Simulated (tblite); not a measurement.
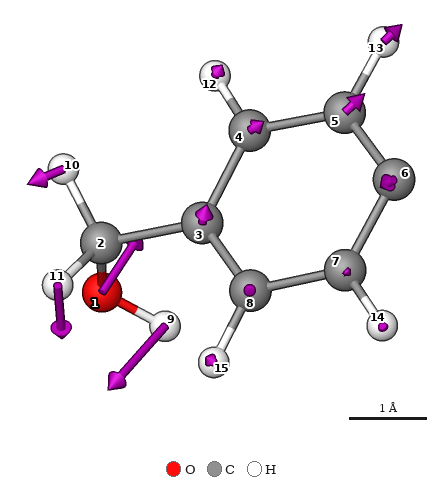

A relaxation of C₇H₇O (multiplicity 2). The starting structure is drawn; purple arrows show the displacements, magnified 5 times. The two geometries are superimposed by the best rigid fit.

The picture is a ball-and-stick view, seen at a tilt.

Method: tblite, GFN2-xTB geometry optimisation, gas phase. 

### What did the optimiser do to the structure, and how much energy did it gain?

After 53 geometry steps the energy has fallen by 29.3 kJ/mol. H9 moves most after the best rigid fit: 0.29 Å. By element the largest moves are H 0.29 Å, O 0.22 Å, C 0.08 Å. Some distances before and after: C2–C3 1.470 → 1.511 Å, O1–C2 1.385 → 1.413 Å, C3–C8 1.369 → 1.389 Å, C2–H11 1.117 → 1.100 Å. Bond angles that change, for instance: C2–O1–H9 117.1° → 108.7°, C5–C6–C7 117.0° → 124.8°, C4–C5–C6 123.9° → 117.3°. Groups turn about O1–C2 by about 40°.
